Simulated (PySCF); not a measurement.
# HF/def2-TZVPP (core potential) run of SnCl2 (SMILES [Cl][Sn][Cl])

What is the vertical singlet–triplet gap of SnCl2 at HF/def2-TZVPP (core potential)? The job is set up through a Python script.

The calculation is run with PySCF 2.14.0.

### 1 The molecule

The species is SnCl2 (3 atoms), meant as a singlet with charge 0. SMILES: `[Cl][Sn][Cl]`. Geometry: relaxed at PBE0-D4/def2-TZVP.

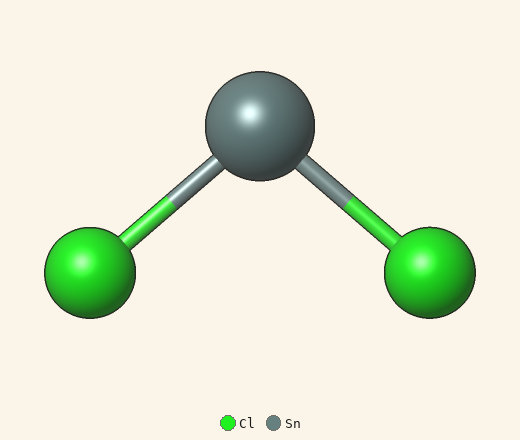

Viewed from a chosen angle; chlorine green, tin teal.

### 2 The energy at HF/def2-TZVPP (core potential)

The input, calc.py:

```python
from pyscf import gto

system = gto.Mole()
system.atom = '''
Cl   1.154200   1.220700   0.756000
Sn  -0.796900   0.518900  -0.376600
Cl  -0.368200  -1.804500  -0.392600
'''
system.max_memory = 1860
system.verbose = 3
system.ecp = {'Sn': 'def2-svp'}
system.basis = 'def2-tzvpp'
system.spin = 0
system.build()

mf = system.RHF()
mf.conv_tol = 1e-10
mf.kernel()
if not mf.converged:
    mf = mf.newton().run(mf.mo_coeff, mf.mo_occ)

e_tot = mf.e_tot
print('Final energy', e_tot)
```

Command:

```bash
$ OMP_NUM_THREADS=1 python calc.py
```

What it wrote:

```text
converged SCF energy = -1132.49656125486
Final energy -1132.496561254861
```

Run time: 5.4 s. Hardware: 1 thread of Arm Neoverse V1, shared host; peak memory 0.43 GiB.

### 3 The triplet

The input, run.py:

```python
from pyscf import gto

mol = gto.M(
    atom='''
Cl       1.154200       1.220700       0.756000
Sn      -0.796900       0.518900      -0.376600
Cl      -0.368200      -1.804500      -0.392600
''',
    spin=2,
    verbose=4,
    max_memory=1860,
    ecp={'Sn': 'def2-svp'},
    basis='def2-tzvpp',
)

calc0 = mol.UHF()
calc0.conv_tol = 1e-10
calc0.kernel()
if not calc0.converged:
    calc0 = calc0.newton().run(calc0.mo_coeff, calc0.mo_occ)

etot = calc0.e_tot
print(f'total energy: {etot:.8f} hartree')
```

Command:

```bash
$ OMP_NUM_THREADS=1 python run.py
```

What it wrote:

```text
PySCF version 2.14.0

[INPUT] num. atoms = 3
[INPUT] num. electrons = 56
[INPUT] charge = 0
[INPUT] spin (= nelec alpha-beta = 2S) = 2
[INPUT] symmetry False subgroup None
[INPUT] Mole.unit = angstrom
[INPUT] Symbol           X                Y                Z      unit          X                Y                Z       unit  Magmom
[INPUT]  1 Cl     1.154200000000   1.220700000000   0.756000000000 AA    2.181121892973   2.306788680257   1.428632950171 Bohr   0.0
[INPUT]  2 Sn    -0.796900000000   0.518900000000  -0.376600000000 AA   -1.505922748666   0.980578886037  -0.711670858511 Bohr   0.0
[INPUT]  3 Cl    -0.368200000000  -1.804500000000  -0.392600000000 AA   -0.695797159065  -3.410010791778  -0.741906476504 Bohr   0.0

nuclear repulsion = 210.297974697663
number of shells = 44
number of NR pGTOs = 217
number of NR cGTOs = 134
basis = def2-tzvpp
ecp = {'Sn': 'def2-svp'}

******** <class 'pyscf.scf.uhf.UHF'> ********
method = UHF
initial guess = minao
damping factor = 0
level_shift factor = 0
DIIS = <class 'pyscf.scf.diis.CDIIS'>
diis_start_cycle = 1
diis_space = 8
diis_damp = 0
SCF conv_tol = 1e-10
SCF conv_tol_grad = None
SCF max_cycles = 50
direct_scf = True
direct_scf_tol = 1e-13
number electrons alpha = 29  beta = 27
Set gradient conv threshold to 1e-05
init E= -1095.03956233715
[... the frontier-level lines of each cycle are left out ...]


cycle= 1 E= -1131.77641664383  delta_E= -36.7  |g|= 1.48  |ddm|=   22
cycle= 2 E= -1132.21676191906  delta_E= -0.44  |g|= 0.788  |ddm|= 3.18
cycle= 3 E= -1132.40243699753  delta_E= -0.186  |g|= 0.0876  |ddm|= 0.852
cycle= 4 E= -1132.4098440092  delta_E= -0.00741  |g|= 0.032  |ddm|= 0.182
cycle= 5 E= -1132.41217717757  delta_E= -0.00233  |g|= 0.0186  |ddm|= 0.089
cycle= 6 E= -1132.4135701159  delta_E= -0.00139  |g|= 0.00964  |ddm|= 0.0915
cycle= 7 E= -1132.41397363953  delta_E= -0.000404  |g|= 0.00483  |ddm|= 0.0477
cycle= 8 E= -1132.41407702097  delta_E= -0.000103  |g|= 0.00215  |ddm|= 0.0285
cycle= 9 E= -1132.41408866619  delta_E= -1.16e-05  |g|= 0.000917  |ddm|= 0.00807
cycle= 10 E= -1132.41409126664  delta_E= -2.6e-06  |g|= 0.000316  |ddm|= 0.00418
cycle= 11 E= -1132.41409158111  delta_E= -3.14e-07  |g|= 0.000123  |ddm|= 0.00168
cycle= 12 E= -1132.41409161833  delta_E= -3.72e-08  |g|= 6.56e-05  |ddm|= 0.000414
cycle= 13 E= -1132.4140916308  delta_E= -1.25e-08  |g|= 2.91e-05  |ddm|= 0.000302
cycle= 14 E= -1132.41409163322  delta_E= -2.42e-09  |g|= 1.08e-05  |ddm|= 0.000122
cycle= 15 E= -1132.41409163351  delta_E= -2.93e-10  |g|= 3.87e-06  |ddm|= 4.38e-05
cycle= 16 E= -1132.41409163355  delta_E= -3.68e-11  |g|= 1.42e-06  |ddm|= 1.25e-05
Extra cycle  E= -1132.41409163356  delta_E= -3.41e-12  |g|= 8.56e-07  |ddm|= 2.56e-06
converged SCF energy = -1132.41409163356  <S^2> = 2.0133017  2S+1 = 3.0088547
total energy: -1132.41409163 hartree
```

It took 11 s on 1 thread of Arm Neoverse V1, shared host; peak memory 0.43 GiB.

### 4 What came out

Level: HF/def2-TZVPP (core potential).

| quantity | value |
| --- | --- |
| singlet: total energy | -1132.49656 Eh |
| singlet: dipole moment | 3.45 D |
| singlet: HOMO energy | -10.29 eV |
| singlet: LUMO energy | -0.42 eV |
| singlet: HOMO–LUMO gap | 9.87 eV |
| triplet: total energy | -1132.41409 Eh |
| triplet: dipole moment | 3.41 D |
| triplet: HOMO energy (highest over α and β) | -8.01 eV |
| triplet: LUMO energy (lowest over α and β) | -2.28 eV |
| triplet: ⟨S²⟩ | 2.013 |
| vertical energy of the triplet above the singlet | 2.244 eV |

At this shape the triplet lies 2.24 eV (217 kJ/mol) above the singlet. Mulliken charges (singlet) run from -0.47 on Cl1 to +0.93 on Sn2. Mulliken charges (triplet) run from -0.39 on Cl1 to +0.78 on Sn2; they depend strongly on the basis.
